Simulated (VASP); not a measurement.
Band structure of VN (rock salt). Level of theory: PBE GGA with D3 dispersion (Becke-Johnson damping), VASP's PBE PAW potentials (set 64) (plane waves; VASP).

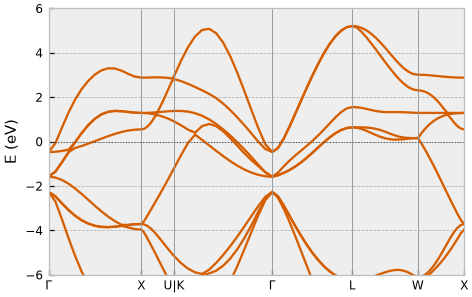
Figure: Bands along high-symmetry lines, zero at the valence-band maximum or, without a gap, the Fermi level

Task: Read the plot: is there a gap, and where are the band edges?

Result: It has no gap at this level: it comes out as a metal or semimetal. (Edges off the drawn lines would not show.)

The compound is VN in the rock salt structure, which distorts at low temperature. It was relaxed first. The run is not spin-polarised, so no magnetic state was tried. VASP warned that the highest band is occupied, so more bands are needed.
